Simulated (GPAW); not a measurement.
CsH3O2 (Amm2) has these O sites:
A. atom 2: 2 H at 1.02 Å, 1 H at 1.81 Å, 4 Cs at 3.30 Å and 2 Cs at 3.52 Å (9-fold, site symmetry mm2), then 2 O at 2.54 Å and 1 O at 2.78 Å
B. atom 3: 1 H at 0.97 Å, 2 H at 1.52 Å, 2 Cs at 3.25 Å and 4 Cs at 3.44 Å (9-fold, site symmetry mm2), then 2 O at 2.54 Å and 1 O at 2.78 Å

Their O K edges were computed (GPAW, LDA, full core hole (charged cell), 18-atom cell with 6.1 Å between holes, 4×4×4 k points, dipole transitions, Gaussian full width 0.9 eV up to 4 eV, rising linearly to 3.5 eV at 25 eV) and are given in random order.

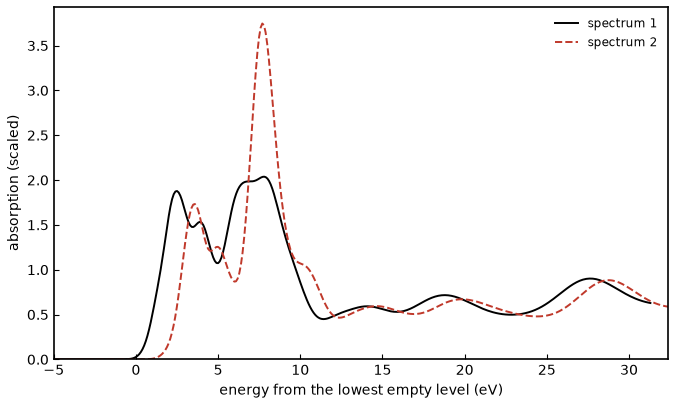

On one photon-energy scale, from the lowest onset; each scaled to a mean of 1 over its first 20 eV.

Question: Which spectrum belongs to which site?

Spectrum 1 is B (onset at +0.00 eV, maxima 2.5 eV (1.88), 3.9 eV (1.53) and 7.8 eV (2.04) above its own zero). Spectrum 2 is A (onset at +1.09 eV, maxima 2.5 eV (1.73), 6.6 eV (3.75) and 18.7 eV (0.67) above its own zero).

[Hosts, paths, dates, database ids (printed as entryN), source tags and the programs' standing remarks are cut or masked in the printed files.]

[Lists of maxima count a maximum above −3 eV only where it reaches 4 % of the highest in the window and stands out from its surroundings by 2 % of it (1.5 % where it reaches 55 %); shoulders and weaker maxima are passed over, and of the rest the first, up to two pre-edge ones and the few strongest are named.]
